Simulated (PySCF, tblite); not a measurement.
**CH₇OSi₂ radical, a small gas-phase stand-in for a defect centre (Si site with back bonds [SiH3], C, O): EPR parameters**

Wanted: the EPR parameters for `C[Si](O)[SiH3]`. It is drawn as: dangling bond.

Programs: tblite 0.8.0 and PySCF 2.14.0. All values are calculated, for the isolated system unless a continuum is named. Atoms count from 0, parts from 1.

### 1 The system as given

11 atoms, charge 0, multiplicity 2; geometry: distance geometry start.

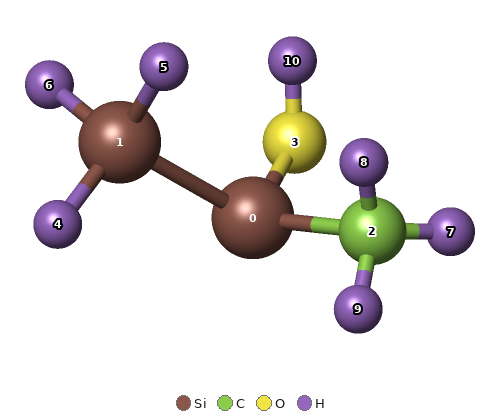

The starting geometry (silicon brown, carbon green, oxygen yellow, hydrogen purple), atoms numbered.

### 2 Relaxing the cluster with GFN2-xTB

What the job is given:

```
{"job": {"kind": "relax", "xc": "GFN2-xTB", "basis": "xTB"}, "charge": 0, "multiplicity": 2}
Si    -0.184203    -0.775179     0.591548
Si     1.692446     0.082063    -0.335594
C     -1.576560    -0.257224    -0.567403
O     -0.562867    -0.163714     2.105393
H      2.263817    -0.816419    -1.345014
H      1.427991     1.357846    -1.018915
H      2.624936     0.260721     0.811824
H     -2.546766    -0.197239    -0.075660
H     -1.247356     0.703614    -0.983621
H     -1.577095    -1.024574    -1.406660
H     -0.310055     0.811384     2.224980
```

Level: GFN2-xTB geometry optimisation, gas phase.

Started as:

```console
$ OMP_NUM_THREADS=1 python cluster_run.py task.json out
```

The driver reads the jobs from task.json and runs them one after another.

Log:

```text
step      E/eV     max force
  0    -359.09143    2.241
  1    -359.24570    0.714
  2    -359.28016    0.498
  3    -359.30526    0.460
  4    -359.32897    0.381
  5    -359.34096    0.277
  6    -359.34959    0.345
  7    -359.35980    0.410
  8    -359.37106    0.482
  9    -359.38228    0.384
 10    -359.39040    0.225
 11    -359.39526    0.210
 12    -359.39899    0.264
 13    -359.40361    0.314
 14    -359.40976    0.332
 15    -359.41677    0.297
 16    -359.42237    0.245
 17    -359.42645    0.194
 18    -359.42941    0.191
 19    -359.43200    0.166
 20    -359.43525    0.190
 21    -359.43874    0.200
 22    -359.44205    0.233
 23    -359.44544    0.229
 24    -359.44904    0.192
 25    -359.45231    0.267
 26    -359.45475    0.240
 27    -359.45789    0.165
 28    -359.46089    0.177
 29    -359.46540    0.184
 30    -359.46937    0.220
 31    -359.47232    0.161
 32    -359.47407    0.115
 33    -359.47541    0.181
 34    -359.47679    0.155
 35    -359.47842    0.135
 36    -359.48062    0.146
 37    -359.48151    0.121
 38    -359.48369    0.139
 39    -359.48541    0.124
 40    -359.48599    0.230
 41    -359.48725    0.066
 42    -359.48766    0.067
 43    -359.48872    0.109
 44    -359.48941    0.134
 45    -359.49138    0.195
 46    -359.49286    0.133
 47    -359.49382    0.212
 48    -359.49407    0.164
 49    -359.49478    0.085
 50    -359.49541    0.139
 51    -359.49637    0.202
 52    -359.49727    0.183
 53    -359.49804    0.148
 54    -359.49847    0.068
 55    -359.49874    0.124
 56    -359.49921    0.059
 57    -359.50025    0.045
 58    -359.50118    0.061
 59    -359.50141    0.128
 60    -359.50165    0.046
 61    -359.50184    0.040
 62    -359.50212    0.067
 63    -359.50237    0.082
 64    -359.50266    0.070
 65    -359.50307    0.039
 66    -359.50374    0.053
 67    -359.50492    0.103
 68    -359.50628    0.125
 69    -359.50697    0.118
 70    -359.50701    0.166
 71    -359.50771    0.049
 72    -359.50784    0.040
 73    -359.50828    0.050
 74    -359.50851    0.046
 75    -359.50883    0.046
 76    -359.50891    0.048
 77    -359.50900    0.045
 78    -359.50909    0.033
 79    -359.50919    0.023
 80    -359.50926    0.022
 81    -359.50932    0.021
 82    -359.50937    0.025
 83    -359.50943    0.021
 84    -359.50947    0.016
 85    -359.50950    0.015
 86    -359.50953    0.018
 87    -359.50957    0.020
 88    -359.50963    0.019
 89    -359.50969    0.016
 90    -359.50974    0.016
 91    -359.50978    0.022
 92    -359.50983    0.027
 93    -359.50991    0.034
 94    -359.51004    0.038
 95    -359.51026    0.041
 96    -359.51058    0.055
 97    -359.51100    0.056
 98    -359.51146    0.043
 99    -359.51183    0.043
100    -359.51203    0.047
101    -359.51212    0.021
102    -359.51218    0.025
103    -359.51222    0.020
104    -359.51228    0.012
105    -359.51232    0.012
106    -359.51235    0.012
107    -359.51237    0.011
108    -359.51239    0.013
109    -359.51244    0.017
110    -359.51252    0.028
111    -359.51260    0.030
112    -359.51268    0.027
113    -359.51277    0.028
114    -359.51289    0.038
115    -359.51307    0.052
116    -359.51329    0.059
117    -359.51352    0.059
118    -359.51368    0.043
119    -359.51380    0.039
120    -359.51388    0.031
121    -359.51396    0.021
122    -359.51399    0.034
123    -359.51401    0.017
124    -359.51403    0.010
125    -359.51405    0.006
```

It took 2 s on 1 thread of Arm Neoverse V1, shared host.

The steps of the relaxation:

```
step  energy from step 0 (eV)  largest force (eV/Å)
   0                   0.0000                2.2405
   5                  -0.2495                0.2766
  10                  -0.2990                0.2250
  15                  -0.3253                0.2967
  20                  -0.3438                0.1897
  25                  -0.3609                0.2674
  30                  -0.3779                0.2196
  35                  -0.3870                0.1351
  40                  -0.3946                0.2307
  45                  -0.3999                0.1955
  50                  -0.4040                0.1387
  55                  -0.4073                0.1247
  60                  -0.4102                0.0459
  65                  -0.4116                0.0394
  70                  -0.4156                0.1659
  75                  -0.4174                0.0456
  80                  -0.4178                0.0220
  85                  -0.4181                0.0148
  90                  -0.4183                0.0162
  95                  -0.4188                0.0416
 100                  -0.4206                0.0467
 105                  -0.4209                0.0122
 110                  -0.4211                0.0276
 115                  -0.4216                0.0516
 120                  -0.4224                0.0312
 125                  -0.4226                0.0063
```

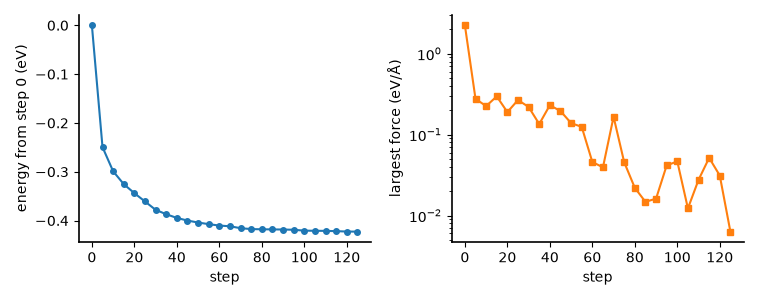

Energy and force, step by step.

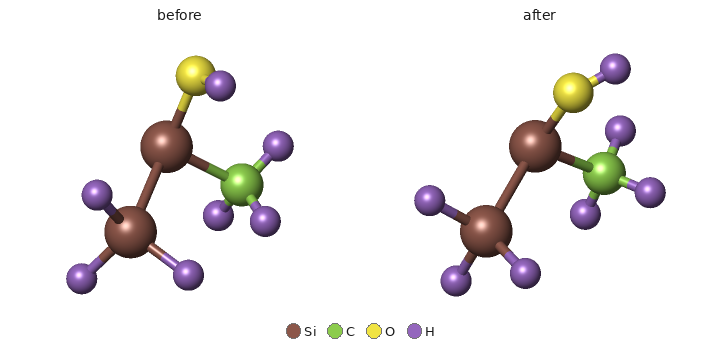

The geometry before (left) and after (right).

Close pairs (by a distance rule), those that changed most:

```
   bond  before (Å)  after (Å)  change (Å)
 O3–H10       1.014      0.953      -0.061
  C2–H9       1.137      1.085      -0.052
 Si0–C2       1.884      1.918      +0.034
Si0–Si1       2.262      2.292      +0.030
 Si0–O3       1.676      1.648      -0.028
 Si1–H6       1.489      1.466      -0.023
  C2–H8       1.098      1.090      -0.008
  C2–H7       1.089      1.088      -0.002
```

### 3 Relaxing the molecule at PBE0-D3(BJ)/def2-SVP

What the job is given:

```
{"job": {"xc": "PBE0", "basis": "def2-SVP", "d3": "d3bj", "grid": 2, "kind": "geom", "shake": 0.01}, "charge": 0, "multiplicity": 2}
Si    -0.065619    -0.542041     0.604804
Si     1.906059     0.094417    -0.341485
C     -1.682226    -0.365357    -0.491167
O     -0.278547     0.479173     1.892508
H      2.066118    -0.739920    -1.549293
H      2.208266     1.476473    -0.781991
H      2.996191    -0.252280     0.594525
H     -2.526057    -0.776582    -0.003547
H     -1.879414     0.687584    -0.684424
H     -1.538717    -0.881776    -1.418558
H     -1.173368     0.791808     2.188928
```

Log:

```text
step   0  E = -695.87103991  max force = 0.041240
step   1  E = -695.87980064  max force = 0.014350
step   2  E = -695.88020830  max force = 0.002105
step   3  E = -695.88031019  max force = 0.001707
step   4  E = -695.88048462  max force = 0.001744
step   5  E = -695.88058404  max force = 0.001874
step   6  E = -695.88065735  max force = 0.000835
step   7  E = -695.88067969  max force = 0.000545
step   8  E = -695.88068661  max force = 0.000281
optimisation converged
```

Wall time 59 s (1 thread of Arm Neoverse V1, shared host); peak memory 0.51 GiB.

Relaxation path:

```
step  energy from step 0 (eV)  largest force component (eV/Å)
   0                   0.0000                          2.1206
   1                  -0.2384                          0.7379
   2                  -0.2495                          0.1082
   3                  -0.2523                          0.0878
   4                  -0.2570                          0.0897
   5                  -0.2597                          0.0964
   6                  -0.2617                          0.0429
   7                  -0.2623                          0.0280
   8                  -0.2625                          0.0144
```

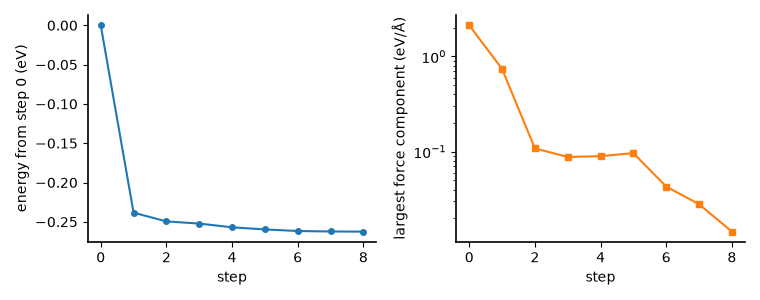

Energy and largest force along the relaxation.

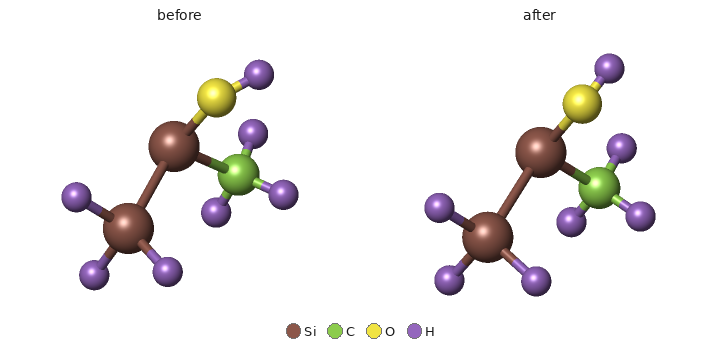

Before and after, at one scale.

Distances of close pairs at the start and the end, largest changes first:

```
   bond  before (Å)  after (Å)  change (Å)
 Si0–C2       1.961      1.889      -0.072
Si0–Si1       2.278      2.341      +0.063
  C2–H7       1.058      1.102      +0.044
 O3–H10       0.993      0.963      -0.030
  C2–H9       1.071      1.101      +0.030
 Si0–O3       1.657      1.682      +0.024
 Si1–H4       1.477      1.498      +0.021
 Si1–H5       1.482      1.500      +0.018
```

The next job starts from the end point, and lists it.

```
                         at the end point                value
  point group (found at 0.08 Å tolerance)                   C1
rotational constants (GHz, main isotopes)  5.754, 2.802, 2.063
                        dipole moment (D)                 2.14
                                     ⟨S²⟩                0.752
```

### 4 EPR parameters: B3LYP/IGLO-III+pcH-1

What the job is given:

```
{"job": {"kind": "epr"}, "charge": 0, "multiplicity": 2}
Si    -0.154230    -0.463612     0.664328
Si     1.890491     0.034681    -0.360690
C     -1.602182    -0.294935    -0.536818
O     -0.309562     0.582851     1.971495
H      2.064068    -0.903873    -1.514740
H      1.955766     1.437711    -0.887059
H      3.022904    -0.169657     0.592932
H     -2.556577    -0.596338    -0.076432
H     -1.701606     0.747229    -0.884492
H     -1.436124    -0.939651    -1.414348
H     -1.140064     0.537124     2.456137
```

With the program's defaults for keys left out, this is: UKS B3LYP, IGLO-III on C O Si, pcH-1 on H, non-relativistic, mean-field spin-orbit, GIAO.

Log:

```text
UKS, coarse grid
  cycle   1  E = -696.50702890  |g| = 6.11e-01
  cycle   2  E = -696.11040281  |g| = 1.16e+00
  cycle   3  E = -696.63553673  |g| = 1.38e-01
  cycle   4  E = -696.64262731  |g| = 6.10e-02
  cycle   5  E = -696.64445332  |g| = 9.15e-03
  cycle   6  E = -696.64450091  |g| = 2.33e-03
  cycle   7  E = -696.64450433  |g| = 7.10e-04
UKS, final grid
  cycle   1  E = -696.64453819  |g| = 5.41e-04
  cycle   2  E = -696.64453821  |g| = 5.72e-04
  cycle   3  E = -696.64453833  |g| = 1.55e-04
  cycle   4  E = -696.64453833  |g| = 2.84e-05
E = -696.64453833 Eh   <S^2> = 0.7522 (exact 0.7500)
g shifts (ppm)      1          2          3
  rmc          -158       -158       -158
  gc             52         11         67
  oz_so        -608       -163       2247
  total        -715       -310       2156
hyperfine (MHz)  atom isotope    a_iso     a_fc   dipolar eigenvalues
    0  29Si    -492.88    -494.02   -143.64     71.36     72.28
    1  29Si     -92.30     -92.44    -18.05      7.34     10.71
    2   13C      38.22      38.20     -5.14     -4.14      9.29
    3   17O     -10.16     -10.09    -31.42     15.18     16.24
    4    1H      -5.02      -5.02     -2.67     -1.23      3.89
    5    1H      60.24      60.24     -2.43     -0.36      2.79
    6    1H      -6.12      -6.11     -2.51     -1.20      3.71
    7    1H       9.54       9.54     -4.62     -2.71      7.33
    8    1H      54.64      54.64     -4.01      0.17      3.84
    9    1H      -3.34      -3.35     -4.18     -1.99      6.17
   10    1H      -3.81      -3.85     -8.83     -4.07     12.89
```

Run time: 34 s. Hardware: 1 thread of Arm Neoverse V1, shared host; peak memory 0.78 GiB.

Principal g values 2.00160, 2.00201, 2.00448; g(iso) = 2.00270, against 2.00232 for a free electron.

Hyperfine couplings, nucleus by nucleus at this fixed geometry (no averaging over rotations):

```
nuclei  isotope  a(iso) (MHz)  a(iso) (G, at g = 2.0023)  largest dipolar term (MHz)
   Si0     29Si        -492.9                     -175.9                      -143.6
   Si1     29Si         -92.3                      -32.9                       -18.1
    H5       1H          60.2                       21.5                         2.8
    H8       1H          54.6                       19.5                        -4.0
    C2      13C          38.2                       13.6                         9.3
    O3      17O         -10.2                       -3.6                       -31.4
    H7       1H           9.5                        3.4                         7.3
    H6       1H          -6.1                       -2.2                         3.7
    H4       1H          -5.0                       -1.8                         3.9
   H10       1H          -3.8                       -1.4                        12.9
    H9       1H          -3.3                       -1.2                         6.2
```

Mulliken spin populations:

```
atom  value (e)
 Si0       0.84
 Si1       0.05
  C2       0.01
  O3       0.05
  H4       0.00
  H5       0.03
  H6       0.00
  H7       0.00
  H8       0.03
  H9       0.00
 H10       0.00
```

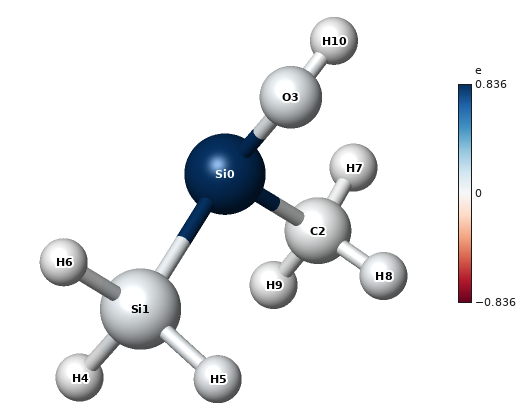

Mulliken spin populations, as colours on the atoms.

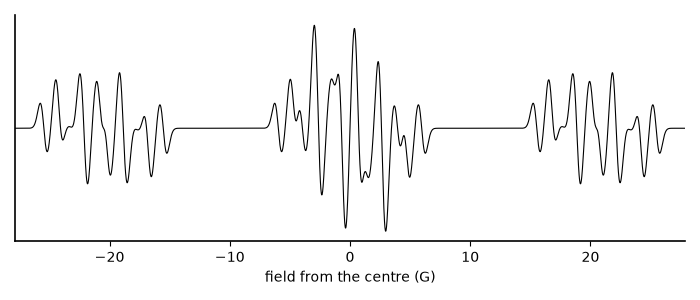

First-order isotropic spectrum (first derivative, main isotopes with spin only, couplings over 0.8 MHz, Gaussian width 0.3 G; couplings of the frozen geometry, rotation of groups not averaged beyond the rows shown).

The fields below are evaluated on a grid from the run's orbitals.

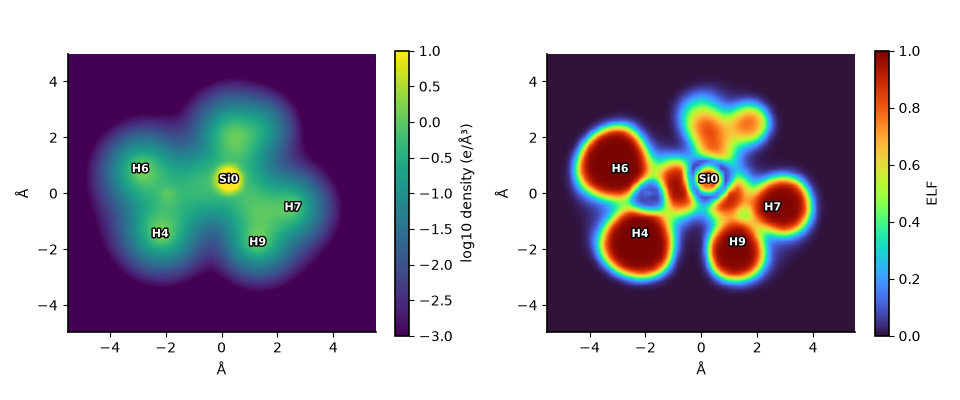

Density (left) and ELF (right) in a plane through or near 5 of the atoms.

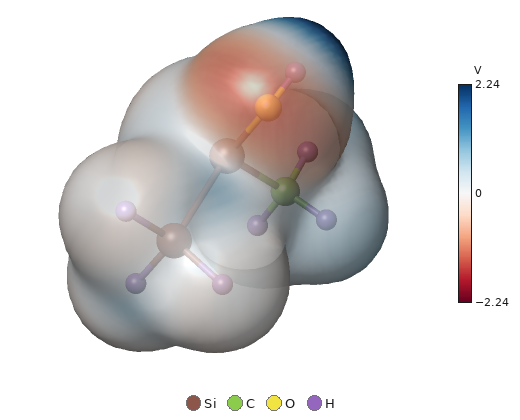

Electrostatic potential on the surface of density 0.002 e/bohr³; red is low, blue high. It runs from -1.22 V near O3 to 2.24 V near H10.

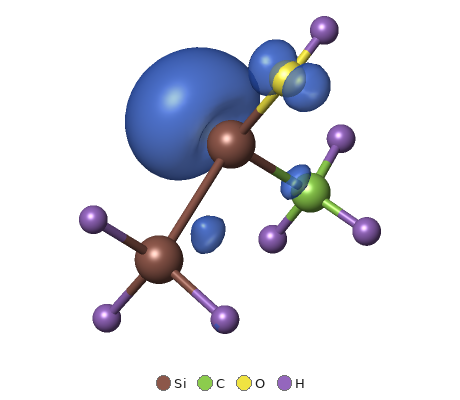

Spin density at ±0.05 e/Å³ (alpha excess blue, beta excess red).

### 5 EPR parameters: BHandHLYP/IGLO-III+pcH-1

Settings changed since step 4:

```diff
@@ -1,2 +1,2 @@
-{"job": {"kind": "epr"}, "charge": 0, "multiplicity": 2}
+{"job": {"kind": "epr", "xc": "BHandHLYP"}, "charge": 0, "multiplicity": 2}
 Si    -0.154230    -0.463612     0.664328
```

Method: UKS BHandHLYP, IGLO-III on C O Si, pcH-1 on H, non-relativistic, mean-field spin-orbit, GIAO.

Log:

```text
UKS, coarse grid
  cycle   1  E = -696.42892746  |g| = 4.94e-01
  cycle   2  E = -696.38479309  |g| = 6.26e-01
  cycle   3  E = -696.52445625  |g| = 5.27e-02
  cycle   4  E = -696.52571172  |g| = 2.36e-02
  cycle   5  E = -696.52605035  |g| = 5.13e-03
  cycle   6  E = -696.52608001  |g| = 1.43e-03
  cycle   7  E = -696.52608441  |g| = 4.10e-04
UKS, final grid
  cycle   1  E = -696.52610561  |g| = 2.45e-04
  cycle   2  E = -696.52610571  |g| = 2.02e-04
  cycle   3  E = -696.52610574  |g| = 9.32e-05
  cycle   4  E = -696.52610576  |g| = 3.03e-05
  cycle   5  E = -696.52610576  |g| = 7.59e-06
E = -696.52610576 Eh   <S^2> = 0.7537 (exact 0.7500)
g shifts (ppm)      1          2          3
  rmc          -159       -159       -159
  gc             54          9         67
  oz_so        -713       -166       2061
  total        -818       -316       1970
hyperfine (MHz)  atom isotope    a_iso     a_fc   dipolar eigenvalues
    0  29Si    -528.67    -529.80   -148.93     73.84     75.09
    1  29Si     -92.86     -92.99    -18.42      6.96     11.46
    2   13C      39.47      39.45     -5.13     -4.05      9.18
    3   17O     -15.75     -15.68    -29.85     14.30     15.56
    4    1H      -5.45      -5.45     -2.63     -1.26      3.89
    5    1H      58.72      58.72     -2.31     -0.36      2.67
    6    1H      -7.02      -7.02     -2.49     -1.23      3.72
    7    1H       8.68       8.68     -4.66     -2.75      7.41
    8    1H      54.25      54.25     -3.96      0.25      3.71
    9    1H      -3.62      -3.62     -4.22     -2.09      6.31
   10    1H      -4.91      -4.94     -8.71     -4.18     12.90
```

Run time: 32 s. Hardware: 1 thread of Arm Neoverse V1, shared host; peak memory 0.78 GiB.

In short: g(iso) 2.00260.

### 6 Comparing the runs: EPR parameters

g, ⟨S²⟩ and isotropic hyperfine couplings (MHz), with basis size and wall time:

```
                     run   g(iso)   ⟨S²⟩  29Si Si0  29Si Si1  1H H5  1H H8  13C C2  functions  time
    B3LYP/IGLO-III+pcH-1  2.00270  0.752    -492.9     -92.3   60.2   54.6    38.2        228  34 s
BHandHLYP/IGLO-III+pcH-1  2.00260  0.754    -528.7     -92.9   58.7   54.3    39.5        228  32 s
```

### 7 Outcome

| quantity | value |
| --- | --- |
| point group | C1 |
| rotational constants (main isotopes) | 5.75, 2.80, 2.06 GHz |
| g(iso) (B3LYP) | 2.00270 |
| ⟨S²⟩ | 0.752 (exact 0.75) |
| largest a(iso) | 29Si on Si0, -492.9 MHz |
| potential on the surface of density 0.002 e/bohr³, 1st and 99th percentile | -1.22 V and 2.24 V |

In words: The start of the PBE0/def2-SVP relaxation was shaken at random by about 0.01 Å, so part of the energy gained, and of the first lengths quoted, undoes that. Relaxing lowered the energy by 0.263 eV in 8 steps; the close pair that moved most is Si0–C2, from 1.961 to 1.889 Å (PBE0/def2-SVP). Si0 carries the largest spin population, 0.84 e. The isotropic g lies 0.4 ppt above the free-electron value. The coupling of 29Si on Si0 runs from -528.7 (BHandHLYP/IGLO-III+pcH-1) to -492.9 MHz (B3LYP/IGLO-III+pcH-1). A capped cluster stands for the solid here, so long-range fields and strain are missing, and bands or shifts of the capping hydrogens have no counterpart in it.
